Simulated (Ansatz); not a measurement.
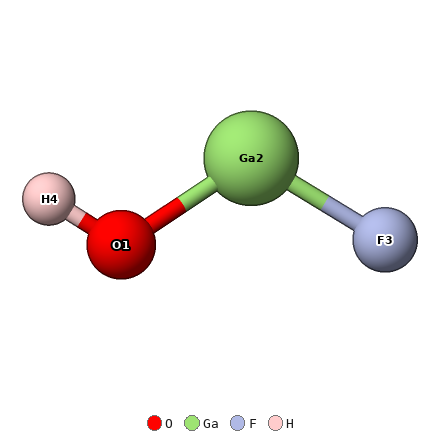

The system is FGaHO, SMILES [OH][Ga][F], spin multiplicity 2; the picture shows the reference structure. 
- The first coordinate is: bond length O1–Ga2; the second: dihedral H4–O1–Ga2–F3.
- Nothing is relaxed (all other coordinates rigid).
- The scan uses a 15 × 15 grid; 120 points were computed and 105 follow by symmetry.
- Energies are in kJ/mol, from the relaxed molecule at the same level.
- Theory: Ansatz 0.2.0, UKS PBE0-D4/def2-TZVP.

Its coordinates:

```xyz
4

O    -0.9285    0.0612   -0.3333
Ga    0.8024    0.2143    0.1174
F     1.4501   -1.1480    1.0230
H    -1.2684    0.8123   -0.8274
```

Range: bond length O1–Ga2 from 1.580 to 2.244 Å; dihedral H4–O1–Ga2–F3 from −180 to 156°.

Q: What landscape does the calculation give?

A: The lowest grid point is at bond length O1–Ga2 = 1.817 Å, dihedral H4–O1–Ga2–F3 = −180°, 0.48 kJ/mol from the relaxed molecule at the same level. A higher local minimum lies near bond length O1–Ga2 = 1.770 Å, dihedral H4–O1–Ga2–F3 = −12° (5 kJ/mol above the lowest at that grid point). The highest grid point, bond length O1–Ga2 = 2.244 Å, dihedral H4–O1–Ga2–F3 = −36°, lies 104 kJ/mol above the lowest. On the interpolated surface the easiest way out of the lowest well to the well at about bond length O1–Ga2 = 1.79 Å, dihedral H4–O1–Ga2–F3 = 0° passes a barrier of about 15 kJ/mol, counted from the interpolated bottom of the well. Round the minimum the two coordinates are nearly uncoupled.

```csv
"dihedral H4–O1–Ga2–F3 ↓, bond length O1–Ga2 →",1.580,1.627,1.675,1.722,1.770,1.817,1.864,1.912,1.959,2.007,2.054,2.102,2.149,2.197,2.244
156,77,44,22,9,3,3,6,13,23,34,45,58,70,82,94
132,84,50,28,15,8,8,11,18,27,38,49,61,73,85,97
108,90,57,34,20,14,13,16,23,31,42,53,65,77,89,100
84,93,59,36,22,16,15,18,25,34,44,55,68,79,91,103
60,89,55,33,20,14,13,17,24,33,44,55,68,80,92,104
36,83,49,27,15,9,9,13,21,30,42,54,67,80,92,104
12,78,45,23,11,6,6,10,18,28,40,52,66,79,92,104
−12,78,45,23,11,6,6,10,18,28,40,52,66,79,92,104
−36,83,49,27,15,9,9,13,21,30,42,54,67,80,92,104
−60,89,55,33,20,14,13,17,24,33,44,55,68,80,92,104
−84,93,59,36,22,16,15,18,25,34,44,55,68,79,91,103
−108,90,57,34,20,14,13,16,23,31,42,53,65,77,89,100
−132,84,50,28,15,8,8,11,18,27,38,49,61,73,85,97
−156,77,44,22,9,3,3,6,13,23,34,45,58,70,82,94
−180,74,41,19,6,1,0,4,12,21,32,44,56,69,81,93
```

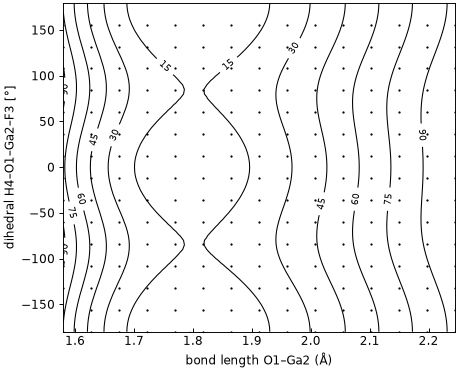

Drawn: contour lines labelled in kJ/mol, dots at the grid points. Between grid points the surface is interpolated.

Time for the 120 points that were run: 11 min on 1 thread of Arm Neoverse V2 (shared host).
